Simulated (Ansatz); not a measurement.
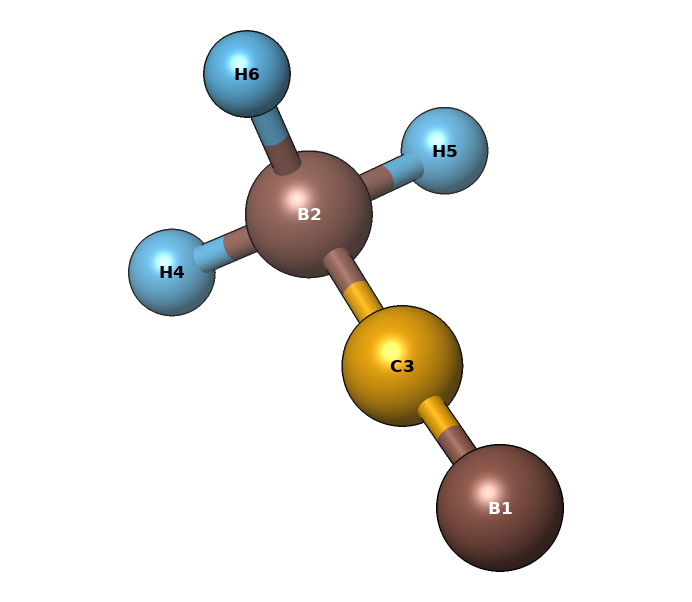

Numbered structure. The species is neutral and a spin doublet. Computed geometry: PBE-D4/def2-SVP optimisation. No frequency run is at hand to confirm it as a minimum.

> How are the neighbours of atom 2 arranged?

B2 has 4 neighbours (C3 at 1.48, H4 at 1.24, H5 at 1.26, H6 at 1.25 Å); the arrangement is tetrahedral.

> What is the geometry at C3?

C3 has 2 neighbours (B1 at 1.42, B2 at 1.48 Å); the arrangement is linear.
